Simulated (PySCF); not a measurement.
# C6H14 (2-methylpentane): levels of theory compared

We compute a comparison of 4 runs (B3LYP/6-31G*, BHLYP/6-31G*, CAM-B3LYP/6-31G*, r2SCAN/6-31G*) of C6H14 (2-methylpentane). Input form: a Python script.

The calculation is run with PySCF 2.14.0.

### 1 The system as given

The species is C6H14 (20 atoms), meant as a singlet with charge 0. As SMILES, `CCCC(C)C`. One bond was lengthened or shortened from a relaxed shape.

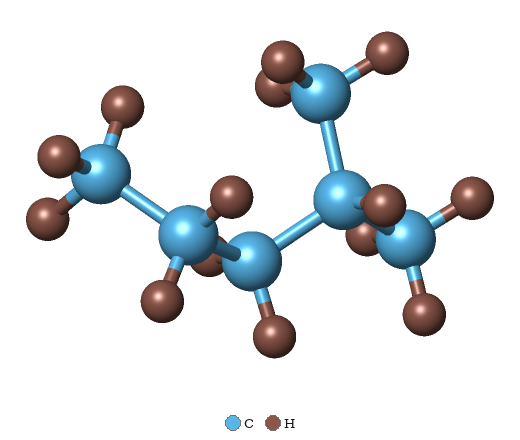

Viewed from a chosen angle; carbon blue, hydrogen brown.

### 2 The energy at B3LYP/6-31G(d) (spherical functions) (run 1)

calc.py

```python
from pyscf import gto, dft

system = gto.M(
    atom='''
C   -1.762654  -1.432051  -0.819151
C   -0.756754  -1.485421   0.326099
C    0.508896  -0.656711   0.059989
C    0.538186   0.705729   0.763299
C    1.898056   1.368179   0.545539
C   -0.572504   1.633219   0.278329
H   -2.077214  -0.412171  -1.021341
H   -1.256600  -1.900200  -1.863540
H   -2.644934  -2.020741  -0.575711
H   -0.476684  -2.529621   0.482509
H   -1.232264  -1.140061   1.246449
H    1.380746  -1.220721   0.399479
H    0.622236  -0.503441  -1.015361
H    0.405506   0.538819   1.838909
H    2.062876   1.552849  -0.514101
H    2.701306   0.732239   0.911419
H    1.949176   2.319479   1.070539
H   -1.552524   1.228049   0.514659
H   -0.502964   1.776909  -0.798081
H   -0.486154   2.605989   0.758609
''',
    basis='6-31g*',
    verbose=3,
    max_memory=1860,
)

ks = dft.RKS(system, xc='b3lyp')
ks.grids.level = 5
ks.conv_tol = 1e-10
ks.kernel()
if not ks.converged:
    ks = ks.newton().run(ks.mo_coeff, ks.mo_occ)

etot = ks.e_tot
print(f'total energy: {etot:.8f} hartree')
```

The run is started by

```bash
$ OMP_NUM_THREADS=1 python calc.py
```

What it wrote:

```text
converged SCF energy = -237.064171773881
total energy: -237.06417177 hartree
```

Wall time 49 s (1 thread of Intel Xeon at 2.70GHz, shared host); peak memory 0.63 GiB.

### 3 A single-point energy at BHLYP/6-31G(d) (spherical functions) (run 2)

geometry.xyz

```xyz
20
C6H14
C     -1.762654    -1.432051    -0.819151
C     -0.756754    -1.485421     0.326099
C      0.508896    -0.656711     0.059989
C      0.538186     0.705729     0.763299
C      1.898056     1.368179     0.545539
C     -0.572504     1.633219     0.278329
H     -2.077214    -0.412171    -1.021341
H     -1.256600    -1.900200    -1.863540
H     -2.644934    -2.020741    -0.575711
H     -0.476684    -2.529621     0.482509
H     -1.232264    -1.140061     1.246449
H      1.380746    -1.220721     0.399479
H      0.622236    -0.503441    -1.015361
H      0.405506     0.538819     1.838909
H      2.062876     1.552849    -0.514101
H      2.701306     0.732239     0.911419
H      1.949176     2.319479     1.070539
H     -1.552524     1.228049     0.514659
H     -0.502964     1.776909    -0.798081
H     -0.486154     2.605989     0.758609
```

run.py

```python
from pyscf import gto, dft

mol = gto.M(
    atom='geometry.xyz',
    charge=0,
    verbose=3,
    basis='6-31g*',
    max_memory=1860,
    spin=0,
)

calc0 = dft.RKS(mol)
calc0.xc = 'bhandhlyp'
calc0.grids.level = 5
calc0.conv_tol = 1e-10
calc0.kernel()
if not calc0.converged:
    calc0 = calc0.newton().run(calc0.mo_coeff, calc0.mo_occ)

e_final = calc0.e_tot
print('E = %.10f Eh' % e_final)
```

The run is started by

```bash
$ OMP_NUM_THREADS=1 python run.py
```

What it wrote:

```text
converged SCF energy = -236.898931947303
E = -236.8989319473 Eh
```

It took 48 s on 1 thread of Intel Xeon at 2.70GHz, shared host; peak memory 0.63 GiB.

Run 3 isn't shown in full; the table further down has it.

### 4 The energy at r2SCAN/6-31G(d) (spherical functions) (run 4)

calc.py

```python
from pyscf import gto, dft

mol = gto.Mole()
mol.atom = [
    ('C', (-1.762654, -1.432051, -0.819151)),
    ('C', (-0.756754, -1.485421, 0.326099)),
    ('C', (0.508896, -0.656711, 0.059989)),
    ('C', (0.538186, 0.705729, 0.763299)),
    ('C', (1.898056, 1.368179, 0.545539)),
    ('C', (-0.572504, 1.633219, 0.278329)),
    ('H', (-2.077214, -0.412171, -1.021341)),
    ('H', (-1.256600, -1.900200, -1.863540)),
    ('H', (-2.644934, -2.020741, -0.575711)),
    ('H', (-0.476684, -2.529621, 0.482509)),
    ('H', (-1.232264, -1.140061, 1.246449)),
    ('H', (1.380746, -1.220721, 0.399479)),
    ('H', (0.622236, -0.503441, -1.015361)),
    ('H', (0.405506, 0.538819, 1.838909)),
    ('H', (2.062876, 1.552849, -0.514101)),
    ('H', (2.701306, 0.732239, 0.911419)),
    ('H', (1.949176, 2.319479, 1.070539)),
    ('H', (-1.552524, 1.228049, 0.514659)),
    ('H', (-0.502964, 1.776909, -0.798081)),
    ('H', (-0.486154, 2.605989, 0.758609)),
]
mol.charge = 0
mol.max_memory = 1860
mol.basis = '6-31g*'
mol.verbose = 3
mol.build()

mf = dft.RKS(mol, xc='r2scan')
mf.grids.level = 5
mf.conv_tol = 1e-10
mf.kernel()
if not mf.converged:
    mf = mf.newton().run(mf.mo_coeff, mf.mo_occ)

energy = mf.e_tot
print('E(%s) = %.9f' % ('R2SCAN', energy))
```

The run is started by

```bash
$ OMP_NUM_THREADS=1 python calc.py
```

What it wrote:

```text
converged SCF energy = -236.893080749845
E(R2SCAN) = -236.893080750
```

Run time: 83 s. Hardware: 1 thread of Intel Xeon at 2.70GHz, shared host; peak memory 0.68 GiB.

### 5 All runs side by side

| run | level | energy (Eh) | dipole moment (D) | HOMO energy (eV) | LUMO energy (eV) | wall time |
| --- | --- | --- | --- | --- | --- | --- |
| 1 | B3LYP/6-31G* (spherical functions) | -237.064172 | 0.25 | -8.16 | 2.31 | 49 s |
| 2 | BHLYP/6-31G* (spherical functions) | -236.898932 | 0.25 | -9.73 | 3.51 | 48 s |
| 3 | CAM-B3LYP/6-31G* (spherical functions) | -236.905576 | 0.24 | -9.78 | 3.64 | 86 s |
| 4 | r2SCAN/6-31G* (spherical functions) | -236.893081 | 0.25 | -7.31 | 2.13 | 83 s |

### 6 Results

| quantity | value |
| --- | --- |
| run 4: total energy | -236.89308 Eh |
| run 4: dipole moment | 0.25 D |
| run 4: HOMO energy | -7.31 eV |
| run 4: LUMO energy | 2.13 eV |
| run 4: HOMO–LUMO gap | 9.44 eV |

In words: The dipole moment (its size) runs from 0.24 D (CAM-B3LYP/6-31G*) to 0.25 D (BHLYP/6-31G*). The HOMO–LUMO gap runs from 9.44 eV (r2SCAN/6-31G*) to 13.43 eV (CAM-B3LYP/6-31G*). Totals of different functionals can't be ranked against each other. All runs together took 4.4 min, the longest 86 s.
